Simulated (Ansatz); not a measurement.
# HfO₃ (charge −1, quartet): what the fields show

```yaml
atoms:
  - { symbol: Hf, position_ang: [0.1044, 0.2455, 0.3834] }
  - { symbol: O, position_ang: [0.6718, -1.4767, 0.6771] }
  - { symbol: O, position_ang: [1.0954, 0.9935, -1.1760] }
  - { symbol: O, position_ang: [-1.8715, 0.2377, 0.1155] }
```

Geometry: r2SCAN-D4/def2-TZVPD; core potentials replace the inner electrons of Hf.

These are results of UKS PBE0-D4/def2-TZVPD in Ansatz, not measurements.

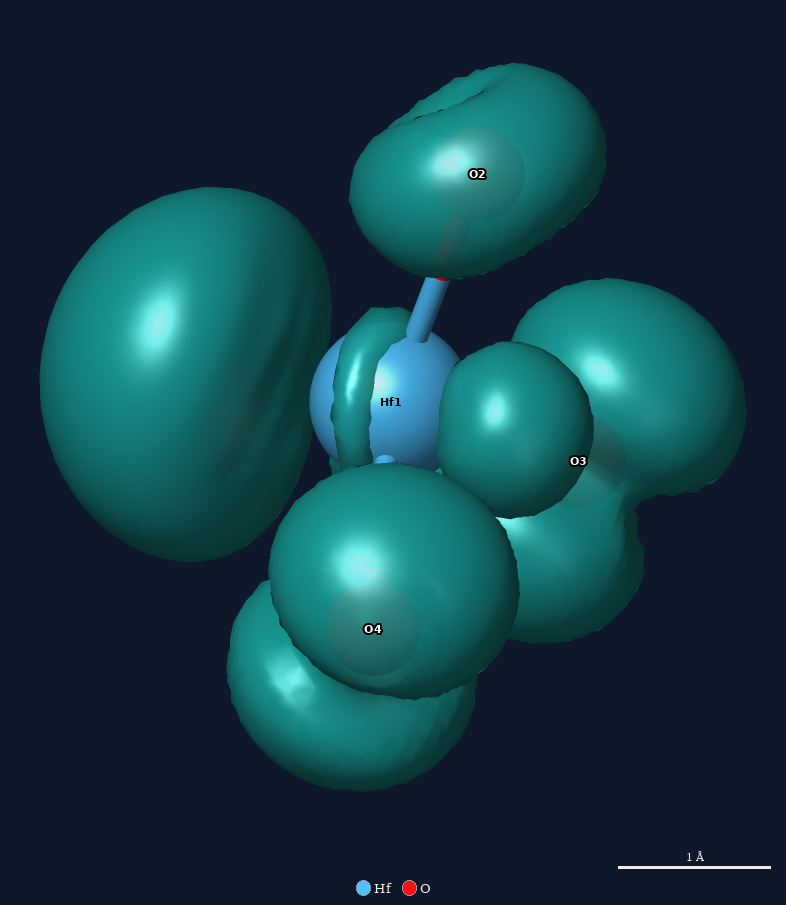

Figure 1. Isosurfaces of the spin density at +0.03 (teal) and −0.03 e/Å³ (pink), seen at an oblique angle.

Where is the unpaired spin?

Answer. The unpaired spin (3 electrons) lies mostly on Hf1 (about 0.9), O3 (about 0.9), O4 (about 0.9) and O2 (about 0.3), in electrons by Hirshfeld's partition.

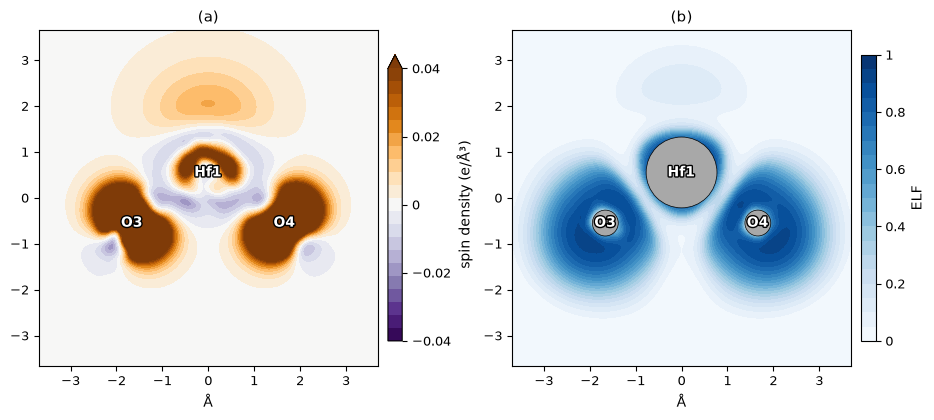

Figure 2. (a) spin density (α minus β); (b) ELF on the plane of atoms O3, Hf1 and O4. Grey discs cover the atomic cores in the ELF map.

What do the fields say about this system?

Answer.
- Atoms in the plane: Hf and O.
- Hf–O (1.99 Å): the ELF peaks at about 0.90 in the valence shell of O, 0.5 Å from its nucleus, and drops to about 0.25 between the two atoms.

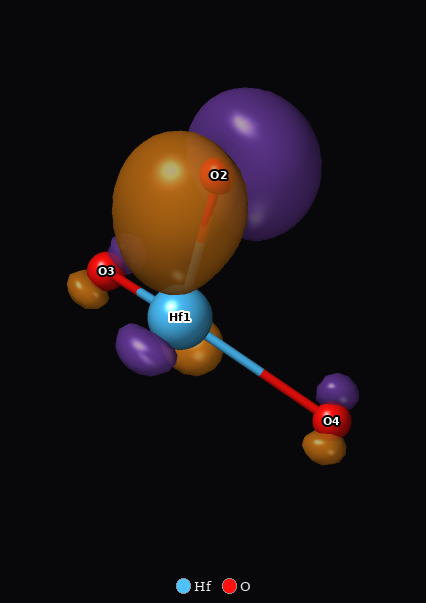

Figure 3. The HOMO−1 (β) at ±0.2 Å⁻³ᐟ² (orange and purple are the two phases), seen at an oblique angle.

Describe this orbital and give its energy.

Answer. By Hirshfeld shares it lies mainly on O2 (about 70 %) and Hf1 (about 25 %). Its energy is −3.56 eV.
